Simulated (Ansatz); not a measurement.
# quartet C2HF2Ge at 6 levels

Wanted: a comparison of 6 runs (UHF/3-21G, U-r2SCAN0/6-31G*, U-wB97M-V/6-31G*, UB3LYP/6-31G*, RPA@PBE/6-31G*, UCCSD/6-31G*) of quartet C2HF2Ge. 

The results are computed with Ansatz 0.2.0.

69 further runs of the same task are left out: 69 set aside as unsound or not needed.

**1. The system as given**

The species is C2HF2Ge (6 atoms), meant as a quartet with charge 0. SMILES of the parent species: `C#[C][Ge]([F])[F]`. Geometry: relaxed at PBE0-D4/def2-TZVP. That shape belongs to the parent species and isn't relaxed for this state.

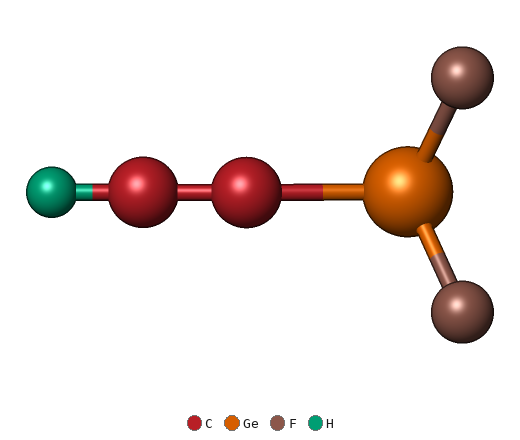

The structure, seen from a chosen angle (carbon red, germanium orange, fluorine brown, hydrogen teal).

**2. The energy at UHF/3-21G (run 1)**

File job.yaml:

```yaml
basis:
  gaussian:
    orbitals: 3-21G-spherical.json
crystal:
  periodic: [false, false, false]
  atoms:
    - {symbol: C, position_ang: [-0.190100, 0.518400, 1.692900]}
    - {symbol: C, position_ang: [-0.131400, 0.204200, 0.530300]}
    - {symbol: Ge, position_ang: [-0.289600, -0.139700, -1.323100]}
    - {symbol: F, position_ang: [-0.276600, -1.850600, -1.565100]}
    - {symbol: F, position_ang: [1.142900, 0.424100, -2.108200]}
    - {symbol: H, position_ang: [-0.213200, 0.779700, 2.727000]}
magnetization:
  spin_polarized: true
  initial_magnetization: 3
hamiltonian:
  xc: hf
accuracy: high
output: {orbitals: {seedname: orbitals}}
```

The basis set 3-21G is read from a file made from the Basis Set Exchange's data (not shown).

Launch:

```
$ ansatz run job.yaml --threads 1 --pin off --max-ram 3480MiB --events-out events.jsonl --progress --plain --runs-dir runs
```

Log:

```text
Warning: RAYON_NUM_THREADS=1 ignored (pool sized by the plan → 1); use --threads N
Functional definition: HF
  name "HF"
  exchange = exact_x
  correlation = 0
1130 factors; integrals over basis functions are off by at most 8.7e-9 eV
mean field evaluation 1: about -63641.2930 eV, gradient 2.5e1 eV
mean field evaluation 2: about -63641.3234 eV, gradient 2.6e1 eV
mean field evaluation 4: about -63644.5370 eV, gradient 2.7e0 eV
mean field evaluation 8: about -63644.6741 eV, gradient 2.3e-1 eV
mean field evaluation 16: about -63644.6777 eV, gradient 2.2e-8 eV
mean field evaluation 32: about -63644.4299 eV, gradient 3.0e-1 eV
mean field evaluation 64: about -63644.4327 eV, gradient 2.0e-1 eV
mean field evaluation 96: about -63643.8677 eV, gradient 4.5e-1 eV
mean field evaluation 128: about -63644.6408 eV, gradient 4.5e-1 eV
mean field -63644.67774400 eV, -2338.8987671799 hartree, gradient 2.4e-8 eV, S^2 3.779398; 3 other end points of the search recorded, 0 dependent functions left out
reference -63644.67774400 eV, -2338.8987671799 hartree; 33, 30 occupied and 27, 30 virtual orbitals, 1130 factors
Total energy: -63644.67774400 eV, -2338.8987671799 hartree
```

It took 5.1 s on 1 thread of Arm Neoverse V2, shared host; peak memory 0.19 GiB.

**3. The energy at U-r2SCAN0/6-31G(d) (spherical functions) (run 2)**

File run.yaml:

```yaml
crystal:
  periodic: [false, false, false]
  atoms:
    - {symbol: C, position_ang: [-0.190100, 0.518400, 1.692900]}
    - {symbol: C, position_ang: [-0.131400, 0.204200, 0.530300]}
    - {symbol: Ge, position_ang: [-0.289600, -0.139700, -1.323100]}
    - {symbol: F, position_ang: [-0.276600, -1.850600, -1.565100]}
    - {symbol: F, position_ang: [1.142900, 0.424100, -2.108200]}
    - {symbol: H, position_ang: [-0.213200, 0.779700, 2.727000]}
basis:
  gaussian:
    orbitals: 6-31G_st_-spherical.json
hamiltonian:
  xc: {name: r2SCAN0}
output: {orbitals: {seedname: orbitals}}
accuracy: high
magnetization:
  spin_polarized: true
  initial_magnetization: 3
```

The basis set 6-31G* is read from a file made from the Basis Set Exchange's data (not shown).

Launch:

```
$ ansatz run run.yaml --threads 1 --pin off --max-ram 3480MiB --events-out events.jsonl --progress --plain --runs-dir runs
```

Log:

```text
Warning: RAYON_NUM_THREADS=1 ignored (pool sized by the plan → 1); use --threads N
Functional definition: r2SCAN0
  name "r2SCAN0"
  parameter a = 0.25
  parameter k0 = 0.174
  parameter k1 = 0.065
  parameter a1 = 4.9479
  exchange = (1 - a)*r2scan_x(k0 = k0, k1 = k1, a1 = a1) + a*exact_x
  correlation = r2scan_c
1871 factors; integrals over basis functions are off by at most 9.0e-9 eV
mean field evaluation 1: about -64018.5498 eV, gradient 3.2e1 eV
mean field evaluation 2: about -64015.8883 eV, gradient 4.5e1 eV
mean field evaluation 4: about -64022.5133 eV, gradient 2.0e0 eV
mean field evaluation 8: about -64022.7195 eV, gradient 3.0e-1 eV
mean field evaluation 16: about -64022.7200 eV, gradient 2.6e-3 eV
mean field evaluation 32: about -64022.7200 eV, gradient 8.3e-5 eV
mean field evaluation 64: about -64022.6694 eV, gradient 2.6e-1 eV
mean field -64022.71997248 eV, -2352.7915628305 hartree, gradient 7.8e-8 eV, S^2 3.762902; 2 other end points of the search recorded, 0 dependent functions left out
reference -64022.71997544 eV, -2352.7915629392 hartree; 33, 30 occupied and 57, 60 virtual orbitals, 1871 factors
Total energy: -64022.71997544 eV, -2352.7915629392 hartree
```

Wall time 75 s (1 thread of Arm Neoverse V2, shared host); peak memory 0.61 GiB.

Runs 3 to 5 aren't shown in full; the table further down has their settings and results.

**4. The energy at UCCSD/6-31G(d) (spherical functions) (run 6)**

File molecule.yaml:

```yaml
crystal:
  periodic: [false, false, false]
  atoms:
    - {symbol: C, position_ang: [-0.190100, 0.518400, 1.692900]}
    - {symbol: C, position_ang: [-0.131400, 0.204200, 0.530300]}
    - {symbol: Ge, position_ang: [-0.289600, -0.139700, -1.323100]}
    - {symbol: F, position_ang: [-0.276600, -1.850600, -1.565100]}
    - {symbol: F, position_ang: [1.142900, 0.424100, -2.108200]}
    - {symbol: H, position_ang: [-0.213200, 0.779700, 2.727000]}
basis:
  gaussian:
    orbitals: 6-31G_st_-spherical.json
accuracy: high
magnetization:
  spin_polarized: true
  initial_magnetization: 3
correlation:
  method: ccsd
  frozen_orbitals: {C: 1, F: 1, Ge: 9, H: 0}
scf:
  omitted_lower_state_checks: [cluster_reference, increment]
```

The basis set 6-31G* is read from a file made from the Basis Set Exchange's data (not shown).

Launch:

```
$ ansatz run molecule.yaml --threads 1 --pin off --max-ram 3480MiB --events-out events.jsonl --progress --plain --runs-dir runs
```

Log:

```text
Warning: RAYON_NUM_THREADS=1 ignored (pool sized by the plan → 1); use --threads N
[... 15 lines left out ...]
13 core orbitals not correlated: weight in the atoms' cores, before any rotation towards them, 1.000 or more for the frozen orbitals, at most 0.000 for the correlated occupied ones
[... 35 lines left out ...]
Total energy: -63970.50652501 eV, -2350.8727540276 hartree
Checks for a lower state left out: cluster_reference, increment
```

Run time: 2.2 min. Hardware: 1 thread of Arm Neoverse V2, shared host; peak memory 1 GiB.

**5. All runs side by side**

| run | level | frozen core orbitals | energy (Eh) | HOMO energy (eV) | ⟨S²⟩ | wall time |
| --- | --- | --- | --- | --- | --- | --- |
| 1 | UHF/3-21G | – | -2338.898767 | -6.84 | 3.779 | 5.1 s |
| 2 | U-r2SCAN0/6-31G* (spherical functions) | – | -2352.791563 | -4.19 | 3.763 | 75 s |
| 3 | U-wB97M-V/6-31G* (spherical functions) | – | -2352.783838 | -5.68 | 3.757 | 5.1 min |
| 4 | UB3LYP/6-31G* (spherical functions) | – | -2353.017532 | -3.56 | 3.757 | 29 s |
| 5 | RPA@PBE/6-31G* (spherical functions) | 13 | -2351.170252 | – | 3.755 | 40 s |
| 6 | UCCSD/6-31G* (spherical functions) | 13 | -2350.872754 | – | 3.779 | 2.2 min |

**6. Outcome**

```
                                           quantity           value
                                run 6: total energy  -2350.87275 Eh
run 6: correlation energy (13 core orbitals frozen)      -784.2 mEh
           run 6: ⟨S²⟩ of the reference determinant           3.779
                               run 6: T1 diagnostic           0.017
```

What this shows: Totals of different functionals can't be ranked against each other. All runs together took 9.8 min, the longest 5.1 min.
